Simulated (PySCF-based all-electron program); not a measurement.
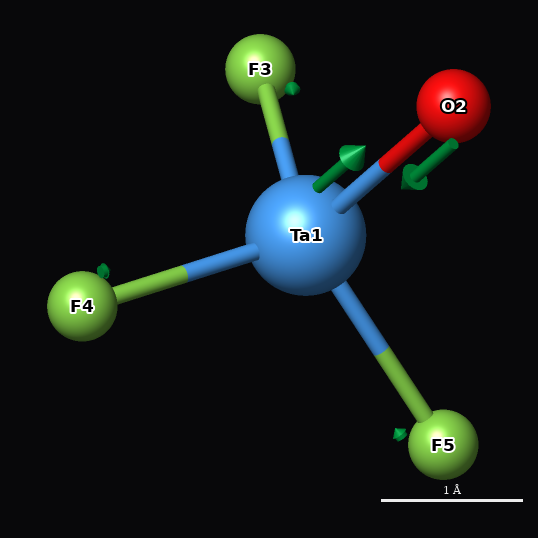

Arrows show the forces on the atoms, 0.1 Å of arrow for 1 eV/Å; forces under a tenth of the largest aren't drawn. Charge 0, singlet. Level of theory: r2SCAN, all-electron, scalar-relativistic (Koelling-Harmon), large uncontracted Gaussian sets (PySCF-based all-electron program).

Q: Along which bond is the force strongest?

A: Ta1–O2, now 1.897 Å: the forces pull its atoms together, so a first step downhill shortens it.

List the force components in the frame of the picture (x right, y up, z towards the viewer), in eV/Å.

```
atom     Fx     Fy     Fz
 Ta1   3.45   3.01   4.18
  O2  −3.75  −3.27  −4.55
  F3   0.11  −0.61   0.62
  F4   0.71   0.20  −0.47
  F5  −0.52   0.67   0.21
```
